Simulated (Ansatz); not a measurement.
Zr2Ge (6 atoms in the cell), run with Ansatz.

```
crystal:
  lattice:
    - [-2.7231696006, 2.7231696006, 4.3841065983]
    - [2.7231696006, -2.7231696006, 4.3841065983]
    - [2.7231696006, 2.7231696006, -4.3841065983]
  atoms:
    - { symbol: Zr, position: [0.3072224025, 0.3072224025, 0.0] }
    - { symbol: Zr, position: [0.0572224025, 0.5572224025, 0.5] }
    - { symbol: Zr, position: [0.4427775975, 0.9427775975, 0.5] }
    - { symbol: Zr, position: [0.6927775975, 0.6927775975, 0.0] }
    - { symbol: Ge, position: [0.0, 0.0, 0.0] }
    - { symbol: Ge, position: [0.75, 0.25, 0.5] }
basis:
  ecutwfc: 420
kpoints:
  mp_grid: { grid: [10, 10, 10] }
hamiltonian:
  xc: pbe
scf:
  occupations: { method: fixed }
  max_iter: 50
output:
  forces: true
  eigenvalues: true
  stress: true
```

Command:
```bash
ansatz run input.yaml --threads 1 --pin off --max-ram 2560MiB --backend cpu --events-out ev --progress --plain --runs-dir out
```

What does the convergence history look like?

It converged, after 7 iterations. The residual falls at every step. The input holds an odd setting (fixed occupations whatever the gap). The SCF closed; whether the result suffers can't be told from this run alone.

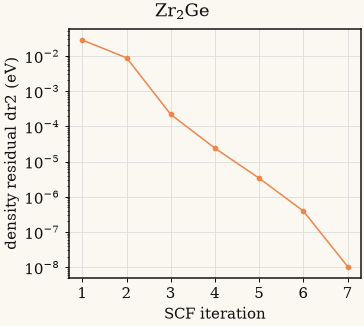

SCF iterations of a calculation: density residual dr2. The starting density is a sum of atomic densities corrected by a trained network.
